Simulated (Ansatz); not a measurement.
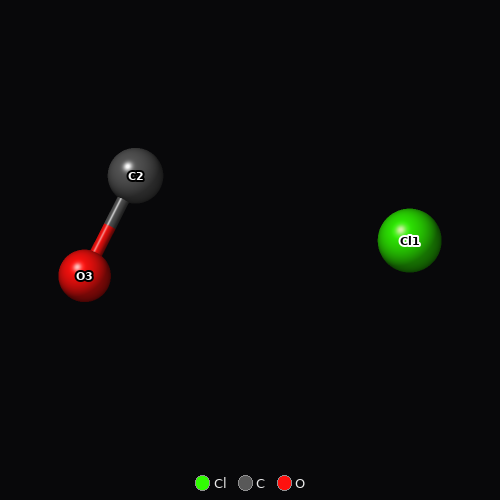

The system is the pair Cl···CO, charge −1; the picture shows the reference structure. First axis: separation of C2 and Cl1 along their line in the relaxed pair. Second axis: sideways slip of Cl1. Nothing is relaxed (both partners rigid). The scan uses a 15 × 15 grid. Points are written as (first, second). Energies: kJ/mol, counted from the lowest grid point. Level of theory: RKS PBE0-D4/def2-SVPD (Ansatz 0.2.0).

Its coordinates:

```xyz
3

Cl    0.2255   -0.0083   -2.0177
C     0.4284   -0.0157    0.8326
O    -0.6539    0.0241    1.1850
```

Range: separation of C2 and Cl1 along their line in the relaxed pair from 2.400 to 3.800 Å; sideways slip of Cl1 from −1.500 to 1.500 Å.

> Predict the map.

The lowest grid point is at (2.828 Å, 0.000 Å). No other kind of well shows on this grid. The highest grid point, (2.400 Å, −1.286 Å), lies 34.5 kJ/mol above the lowest. Round the minimum the valley is somewhat tilted: raising the first coordinate shifts the best value of sideways slip of Cl1 downwards (coupling k₁₂/√(k₁₁k₂₂) about 0.3).

```tsv
second ↓, first →	2.400	2.435	2.492	2.562	2.643	2.732	2.828	2.931	3.040	3.155	3.274	3.399	3.529	3.662	3.800
1.500	19.0	18.0	16.6	15.3	14.2	13.4	13.0	12.9	12.9	13.2	13.6	14.2	14.8	15.4	16.0
1.286	18.0	16.7	15.0	13.4	12.1	11.2	10.8	10.7	10.9	11.3	11.9	12.6	13.4	14.1	14.9
1.071	16.6	15.1	13.1	11.2	9.7	8.8	8.3	8.3	8.7	9.3	10.1	11.0	11.9	12.8	13.8
0.857	15.0	13.3	11.0	8.9	7.3	6.2	5.8	5.9	6.5	7.3	8.2	9.3	10.5	11.6	12.7
0.643	13.4	11.5	9.0	6.7	4.9	3.9	3.5	3.7	4.4	5.4	6.6	7.8	9.1	10.4	11.7
0.429	12.2	10.2	7.4	5.0	3.1	2.0	1.6	1.9	2.7	3.8	5.1	6.5	8.0	9.4	10.8
0.214	12.1	9.9	6.8	4.1	2.0	0.8	0.4	0.7	1.5	2.6	4.0	5.5	7.1	8.6	10.0
0.000	13.6	11.1	7.6	4.5	2.1	0.6	0.0	0.1	0.9	2.0	3.4	4.9	6.5	8.0	9.5
−0.214	16.9	13.9	9.9	6.3	3.4	1.4	0.5	0.4	0.9	1.9	3.2	4.7	6.2	7.7	9.2
−0.429	21.6	18.1	13.5	9.1	5.6	3.2	1.8	1.3	1.6	2.4	3.5	4.8	6.2	7.7	9.1
−0.643	26.7	22.9	17.6	12.6	8.5	5.5	3.7	2.8	2.7	3.2	4.1	5.2	6.5	7.9	9.3
−0.857	31.2	27.0	21.3	15.9	11.3	7.9	5.7	4.5	4.1	4.3	5.0	5.9	7.1	8.3	9.6
−1.071	34.0	29.8	24.0	18.4	13.7	10.1	7.7	6.2	5.6	5.6	6.0	6.8	7.8	8.9	10.0
−1.286	34.5	30.5	25.0	19.7	15.2	11.7	9.3	7.7	7.0	6.8	7.1	7.7	8.6	9.6	10.6
−1.500	32.8	29.3	24.5	19.8	15.8	12.6	10.4	8.9	8.2	8.0	8.2	8.7	9.4	10.3	11.3
```

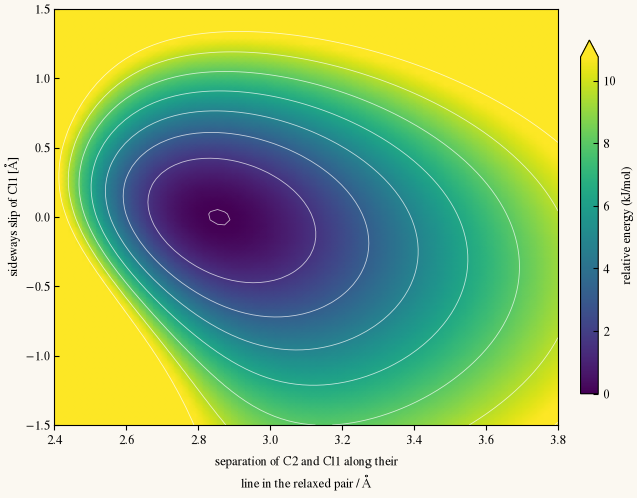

The picture shows a smooth colour map with a few white contour lines, one colour for all values above the top of the scale. Between grid points the surface is interpolated.

Each point was launched as `ansatz run input.yaml --threads 1 --pin off --max-ram 2560MiB --backend cpu --events-out ev --progress --plain --runs-dir out`. Time for the 225 points that were run: 4.5 min on 1 thread of Arm Neoverse V2, on a shared host.
